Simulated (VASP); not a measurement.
Band structure of CsSnI₃ (cubic perovskite). These are SCAN meta-GGA, VASP's PBE PAW potentials (set 64) (plane waves; VASP) values and carry that method's errors.

Unless said otherwise, spin-orbit coupling is left out, though it shifts the bands of the heavy elements here.

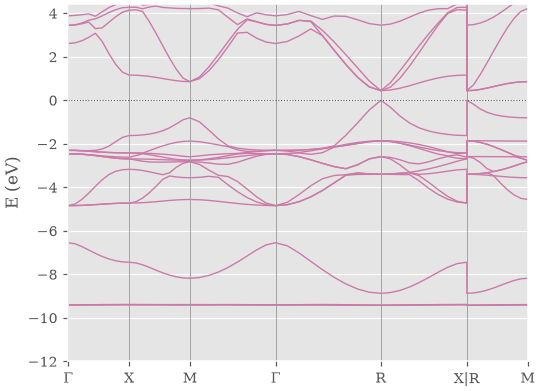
Figure. Bands along high-symmetry lines, zero at the valence-band maximum or, without a gap, the Fermi level

Question: Read the plot: is there a gap, and where are the band edges?

Answer: The gap is direct, 0.45 eV, from the valence maximum at R to the conduction minimum at R.

The compound is CsSnI3 in the cubic perovskite structure, the ideal cubic form; the compound distorts at low or room temperature. It was relaxed first.
